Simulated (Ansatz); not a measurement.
Start from BaTiO₃ in the cubic perovskite structure (space group Pm-3m, No. 221; a = 3.994 Å).

Perturbation: cell and atoms relaxed at a pressure of 50 GPa.

Method: r2SCAN (Ansatz, an electronic-structure program, PAW, no spin-orbit coupling).

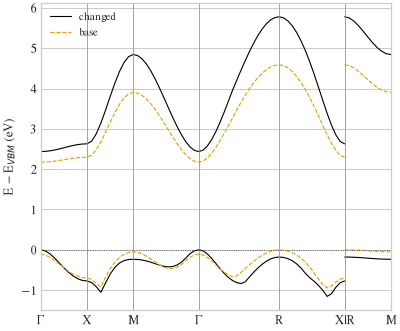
*Highest valence and lowest conduction band along the path, each from its own valence-band maximum*

The gap is 2.44 eV, direct at Γ; the base has 2.17 eV.

Load acts through the strain it causes; cell and atoms are relaxed under it. Stability against distortions was not tested. No other phases were tried under pressure. The final runs are not spin-polarised. Many cubic perovskites are stable only at high temperature; tilts and polar distortions were not tested. This is not the structure that BaTiO3 has at room temperature and ambient pressure.
